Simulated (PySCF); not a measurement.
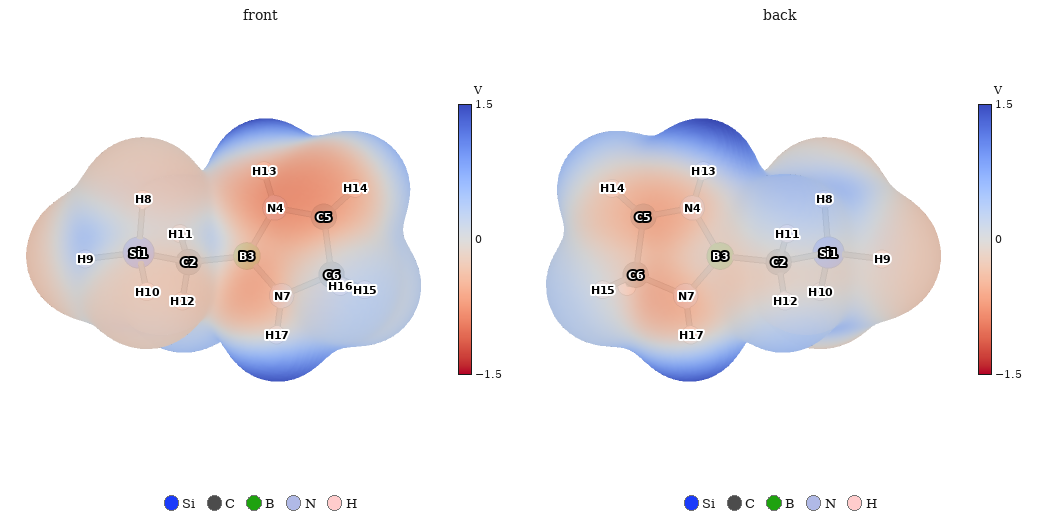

*C3H10BN2Si (SMILES [SiH3]CB1N[CH]CN1) (doublet). The molecular electrostatic potential painted on the density surface at 0.001 e/bohr³, seen from the front and from behind; red is negative and blue positive.*

Geometry: GFN2-xTB.

Method: PySCF, UKS B3LYP, pcH-1 on B C H N Si, non-relativistic, mean-field spin-orbit, GIAO.

```yaml
atoms:
  - { symbol: Si, position_ang: [-2.5830, -0.2341, 0.7662] }
  - { symbol: C, position_ang: [-1.2412, -1.0481, -0.3059] }
  - { symbol: B, position_ang: [0.1349, -0.2915, -0.2011] }
  - { symbol: N, position_ang: [0.5216, 0.8681, -0.9332] }
  - { symbol: C, position_ang: [1.7546, 1.3280, -0.5169] }
  - { symbol: C, position_ang: [2.2965, 0.3784, 0.4949] }
  - { symbol: N, position_ang: [1.2141, -0.5670, 0.6573] }
  - { symbol: H, position_ang: [-2.8279, 1.1458, 0.3326] }
  - { symbol: H, position_ang: [-3.8360, -0.9884, 0.6294] }
  - { symbol: H, position_ang: [-2.1851, -0.2317, 2.1774] }
  - { symbol: H, position_ang: [-1.5957, -1.0687, -1.3372] }
  - { symbol: H, position_ang: [-1.1382, -2.0881, 0.0049] }
  - { symbol: H, position_ang: [0.0268, 1.3770, -1.6449] }
  - { symbol: H, position_ang: [2.3528, 1.9769, -1.1271] }
  - { symbol: H, position_ang: [3.2262, -0.1219, 0.1584] }
  - { symbol: H, position_ang: [2.5419, 0.8776, 1.4499] }
  - { symbol: H, position_ang: [1.3305, -1.3001, 1.3336] }
```

Which sites attract a positive test charge, and which a negative one?

Answer. A positive charge is drawn to the negative regions and a negative charge to the positive ones. The most negative region (about −0.8 V, or −18 kcal/mol for a unit charge) lies over N4 and C5, the most positive (about +1.4 V, or +32 kcal/mol for a unit charge) over H13.
